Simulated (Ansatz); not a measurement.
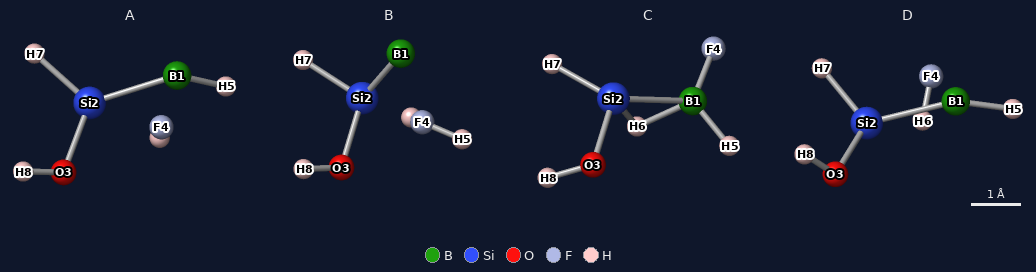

4 geometries from one relaxation of BSiH4OF, in shuffled order. The picture is a ball-and-stick view, seen from a free direction.

It is one of the separated reactants of a reaction.

All numbers below come from RKS PBE-D4/def2-SVP (Ansatz 0.2.0). Set-up: force threshold 0.03 eV/Å; at most 250 steps.

Put them in the order of the run, from the start to the converged end.

B, A, D, C. They are steps 0, 12, 25, 50, at +331.5 kcal/mol, +97.9 kcal/mol, +83.6 kcal/mol relative to the last. After 45 accepted moves (50 points after the start) the energy has fallen by 331.5 kcal/mol. Largest force component: 12 eV/Å at the start, 0.013 eV/Å at the end. The line search rejected the trial steps at points 16, 34, 38, 42, 45 of the run. The largest move after the best rigid fit is that of B1, 2.28 Å. Largest moves by element: B 2.28 Å, F 1.66 Å, H 1.18 Å, O 0.41 Å, Si 0.25 Å. Among the contacts that change: B1–H6 3.682 → 1.378 Å, B1–H5 3.214 → 1.219 Å, B1–F4 2.955 → 1.359 Å, F4–H5 0.910 → 2.247 Å. New bonds form: B1–F4 (2.96 → 1.36 Å), B1–H5 (3.21 → 1.22 Å), B1–H6 (3.68 → 1.38 Å). Bonds break: F4–H5 (0.91 → 2.25 Å), F4–H6 (0.91 → 2.25 Å). Bond angles that change, for instance: B1–Si2–H7 104.5° → 123.1°, B1–Si2–O3 110.9° → 118.4°, Si2–O3–H8 118.9° → 116.1°.
